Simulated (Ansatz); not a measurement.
**SnTe (SMILES [Sn][Te]): levels of theory compared**

Wanted: a comparison of 6 runs (B2PLYP/STO-3G, PBE/STO-3G, wB97M-V/STO-3G, RPA@PBE/STO-3G, MP2/STO-3G, UMP2/STO-3G) of SnTe. 

The calculation is run with Ansatz 0.2.0.

45 further runs of the same task are left out: 16 that didn't finish, 29 set aside as unsound or not needed.

## (1) The molecule

SnTe has 2 atoms, charge 0, and is taken as a singlet. SMILES: `[Sn][Te]`. The Te2–Sn1 distance was set to 6.295 Å, away from the relaxed value.

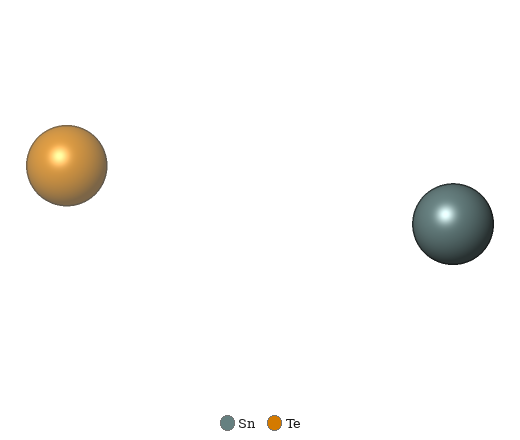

Viewed from a chosen angle; tin teal, tellurium orange.

## (2) A single-point energy at B2PLYP/STO-3G (run 1)

Input file run.yaml:

```yaml
crystal:
  periodic: [false, false, false]
  atoms:
    - {symbol: Sn, position_ang: [0.000000, 0.000000, -3.767370]}
    - {symbol: Te, position_ang: [-0.000000, -0.000000, 2.527330]}
basis:
  gaussian: {orbitals: STO-3G}
hamiltonian: {xc: {name: B2PLYP}}
accuracy: high
correlation: {frozen_orbitals: {Sn: 18, Te: 18}}
```

Command:

```
ansatz run run.yaml --threads 1 --pin off --max-ram 3480MiB --events-out events.jsonl --progress --plain --runs-dir runs
```

The log of the run:

```text
Warning: RAYON_NUM_THREADS=1 ignored (pool sized by the plan → 1); use --threads N
Functional definition: B2PLYP
  name "B2PLYP"
  parameter a = 0.53
  parameter c = 0.27
  exchange = (1 - a)*b88_x + a*exact_x
  correlation = (1 - c)*lyp_c + c*(mp2_os + mp2_ss)
751 factors; integrals over basis functions are off by at most 4.5e-9 eV
mean field evaluation 1: about -340486.5392 eV, gradient 3.7e0 eV
mean field evaluation 2: about -340486.5511 eV, gradient 3.7e0 eV
mean field evaluation 4: about -340380.0318 eV, gradient 9.4e0 eV
mean field evaluation 8: about -340494.6730 eV, gradient 2.5e1 eV
mean field evaluation 16: about -340504.4597 eV, gradient 1.4e-2 eV
mean field evaluation 32: about -340486.5392 eV, gradient 3.7e0 eV
mean field evaluation 64: about -340504.4792 eV, gradient 5.9e-3 eV
mean field evaluation 96: about -340504.4515 eV, gradient 8.4e-1 eV
mean field evaluation 128: about -340504.2725 eV, gradient 2.9e0 eV
mean field evaluation 160: about -340504.1793 eV, gradient 9.5e-1 eV
mean field evaluation 192: about -340502.3414 eV, gradient 1.4e1 eV
mean field -340504.47980891 eV, -12513.3088307514 hartree, gradient 6.1e-9 eV, S^2 0.000000; 10 other end points of the search recorded, 0 dependent functions left out; unrestricted orbitals would lower it
36 core orbitals not correlated: weight in the atoms' cores, before any rotation towards them, 1.000 or more for the frozen orbitals, at most 0.000 for the correlated occupied ones
reference -340504.47983338 eV, -12513.3088316507 hartree; 15, 15 occupied and 3, 3 virtual orbitals, 751 factors
second order -2.18361399 eV of doubles, -0.00000000 eV of singles
Total energy: -340505.06940916 eV, -12513.3304981610 hartree
```

Wall time 18 s (1 thread of AMD EPYC 9R14 (Zen 4), shared host); peak memory 0.22 GiB.

## (3) A single-point energy at PBE/STO-3G (run 2)

Input file molecule.yaml:

```yaml
crystal:
  periodic: [false, false, false]
  atoms:
    - {symbol: Sn, position_ang: [0.000000, 0.000000, -3.767370]}
    - {symbol: Te, position_ang: [-0.000000, -0.000000, 2.527330]}
basis:
  gaussian:
    orbitals: STO-3G
hamiltonian:
  xc: pbe
accuracy: high
```

Command:

```
ansatz run molecule.yaml --threads 1 --pin off --max-ram 3480MiB --events-out events.jsonl --progress --plain --runs-dir runs
```

The log of the run, shortened:

```text
Warning: RAYON_NUM_THREADS=1 ignored (pool sized by the plan → 1); use --threads N
Functional definition: PBE
  name "PBE"
[...]
751 factors; integrals over basis functions are off by at most 4.5e-9 eV
[...]
mean field -340498.51864778 eV, -12513.0897621205 hartree, gradient 1.7e-8 eV, S^2 0.000000; 10 other end points of the search recorded, 0 dependent functions left out
reference -340498.51865034 eV, -12513.0897622147 hartree; 51, 51 occupied and 3, 3 virtual orbitals, 751 factors
Total energy: -340498.51865034 eV, -12513.0897622147 hartree
```

Wall time 25 s (1 thread of AMD EPYC 9R14 (Zen 4), shared host); peak memory 0.13 GiB.

## (4) The energy at wB97M-V/STO-3G (run 3)

Input file in.yaml:

```yaml
crystal:
  periodic: [false, false, false]
  atoms:
    - symbol: Sn
      position_ang: [0.000000, 0.000000, -3.767370]
    - symbol: Te
      position_ang: [-0.000000, -0.000000, 2.527330]
basis:
  gaussian: {orbitals: STO-3G}
hamiltonian: {xc: {name: wB97M-V}}
accuracy: high
```

Command:

```
ansatz run in.yaml --threads 1 --pin off --max-ram 3480MiB --events-out events.jsonl --progress --plain --runs-dir runs
```

The log of the run, shortened:

```text
Warning: RAYON_NUM_THREADS=1 ignored (pool sized by the plan → 1); use --threads N
Functional definition: wB97M-V
  name "wB97M-V"
[...]
  gx(w, u) = 1 - cx + cx01*u + cx10*w
  gss(w, u) = css00 + css04*u^4 + css10*w + css20*w^2 + css43*w^4*u^3
  gos(w, u) = cos00 + cos10*w + (cos20 + cos21*u)*w^2 + (cos60 + cos61*u)*w^6
[...]
      + integral(e_c_pw_mod_opposite_spin*gos(b97_w_opposite, b97_u_opposite)) + vv10(b, c)
751 factors; integrals over basis functions are off by at most 4.5e-9 eV
137 factors; integrals over basis functions are off by at most 5.7e-10 eV
[...]
mean field -340536.81504861 eV, -12514.4971288928 hartree, gradient 2.4e-8 eV, S^2 0.000000; 2 other end points of the search recorded, 0 dependent functions left out
reference -340536.81505184 eV, -12514.4971290117 hartree; 51, 51 occupied and 3, 3 virtual orbitals, 751 factors
Total energy: -340536.81505184 eV, -12514.4971290117 hartree
```

Wall time 49 s (1 thread of AMD EPYC 9R14 (Zen 4), shared host); peak memory 0.4 GiB.

Runs 4 to 5 aren't shown in full; the table further down has their settings and results.

## (5) A single-point energy at UMP2/STO-3G (run 6)

Input file input.yaml:

```yaml
crystal:
  periodic: [false, false, false]
  atoms:
    - symbol: Sn
      position_ang: [0.000000, 0.000000, -3.767370]
    - symbol: Te
      position_ang: [-0.000000, -0.000000, 2.527330]
basis:
  gaussian: {orbitals: STO-3G}
total_charge: 0
magnetization: {spin_polarized: true, initial_magnetization: 0}
correlation: {method: mp2, frozen_orbitals: {Sn: 18, Te: 18}}
accuracy: high
```

Command:

```
ansatz run input.yaml --threads 1 --pin off --max-ram 3480MiB --events-out events.jsonl --progress --plain --runs-dir runs
```

The log of the run, shortened:

```text
Warning: RAYON_NUM_THREADS=1 ignored (pool sized by the plan → 1); use --threads N
Functional definition: HF
  name "HF"
[...]
751 factors; integrals over basis functions are off by at most 4.5e-9 eV
[...]
mean field -340423.38605354 eV, -12510.3286902090 hartree, gradient 1.0e-8 eV, S^2 2.000009; 21 other end points of the search recorded, 0 dependent functions left out
36 core orbitals not correlated: weight in the atoms' cores, before any rotation towards them, 1.000 or more for the frozen orbitals, at most 0.000 for the correlated occupied ones
reference -340423.38605354 eV, -12510.3286902090 hartree; 15, 15 occupied and 3, 3 virtual orbitals, 751 factors
second order -0.20034944 eV of doubles, -0.00000000 eV of singles
Total energy: -340423.58640299 eV, -12510.3360529152 hartree
```

Wall time 28 s (1 thread of AMD EPYC 9R14 (Zen 4), shared host); peak memory 0.38 GiB.

## (6) All runs side by side

```tsv
run	level	frozen core orbitals	energy (Eh)	wall time
1	B2PLYP/STO-3G	36	-12513.330498	18 s
2	PBE/STO-3G	–	-12513.089762	25 s
3	wB97M-V/STO-3G	–	-12514.497129	49 s
4	RPA@PBE/STO-3G	36	-12510.445846	29 s
5	MP2/STO-3G	36	-12510.205152	16 s
6	UMP2/STO-3G	36	-12510.336053	28 s
```

## (7) Summary of results

| quantity | value |
| --- | --- |
| run 6: total energy | -12510.33605 Eh |
| run 6: correlation energy (36 core orbitals frozen) | -7.4 mEh |
| run 6: ⟨S²⟩ of the reference determinant | 2.000 |

In words: Totals of different functionals can't be ranked against each other. In runs 1, 4, 5 the log says that unrestricted orbitals would lower the reference, so the values rest on an unstable closed-shell determinant (other closed-shell runs at this shape may share the fault). In runs 1, 2, 3, 4, 5, 6 the basis is minimal, so the values are rough. In runs 1, 2, 3, 4, 5 a closed-shell determinant meets a far-stretched bond, which it describes badly. In runs 1, 2, 3, 4, 5, 6 relativity is left out where basis or elements ask for it. Spin contamination of the reference: run 6 ⟨S²⟩ = 2.00. Where it is this large, the reference is a mixture of spin states, and values that rest on it are in doubt. All runs together took 2.7 min, the longest 49 s.
